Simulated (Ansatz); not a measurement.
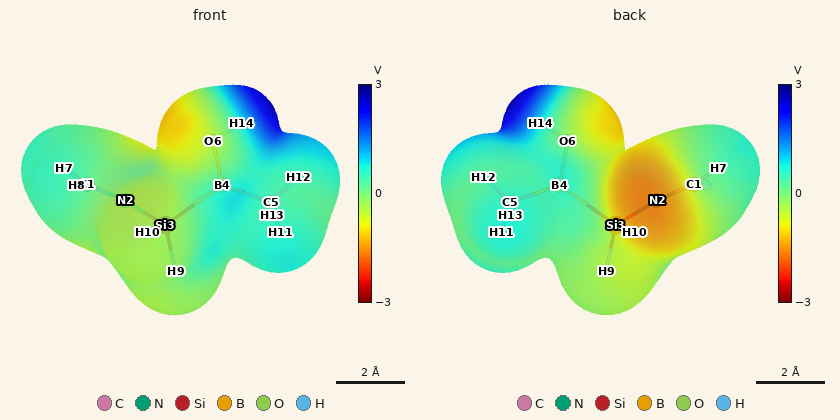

*C$_{2}$H$_{8}$BNOSi (SMILES C=N[SiH2]B(C)O). The electrostatic potential painted on the density surface at 0.002 e/bohr³, seen from the front and from behind; red is negative and blue positive.*

Method: RKS PBE-D4/6-31G* (Ansatz).

Input

```
crystal:
  periodic: [false, false, false]
  atoms:
    - { symbol: C, position_ang: [-2.1224, -1.3836, 0.8439] }
    - { symbol: "N", position_ang: [-1.302, -1.6794, -0.0479] }
    - { symbol: Si, position_ang: [0.3809, -1.2107, 0.0879] }
    - { symbol: B, position_ang: [0.6596, 0.7319, 0.0089] }
    - { symbol: C, position_ang: [1.4445, 1.3813, -1.163] }
    - { symbol: O, position_ang: [-0.0687, 1.5722, 1.0152] }
    - { symbol: H, position_ang: [-3.1776, -1.6382, 0.7089] }
    - { symbol: H, position_ang: [-1.8577, -0.7378, 1.7] }
    - { symbol: H, position_ang: [1.1809, -1.7963, -0.9597] }
    - { symbol: H, position_ang: [0.9488, -1.6946, 1.4075] }
    - { symbol: H, position_ang: [2.4796, 1.0268, -1.0663] }
    - { symbol: H, position_ang: [1.4493, 2.5005, -1.0181] }
    - { symbol: H, position_ang: [0.9625, 1.141, -2.146] }
    - { symbol: H, position_ang: [-0.9906, 1.7577, 0.6574] }
basis:
  gaussian: { orbitals: "6-31G*" }
hamiltonian:
  xc: pbe
  dispersion: d4
relax:
  f_tol: 0.015
  max_steps: 40
output:
  orbitals: {}
```

Run with:

```sh
ansatz run input.yaml --threads 2 --pin off --max-ram 3072MiB --backend cpu --events-out ev --progress --plain --runs-dir out
```

The fields are those of the relaxed geometry.

Question: Describe the electrostatic potential map.

Answer: The most negative region (about −1.8 V, or −42 kcal/mol for a unit charge) lies over N2, the most positive (about +2.6 V, or +60 kcal/mol for a unit charge) over H14. N2 is the likeliest acceptor of a hydrogen bond.
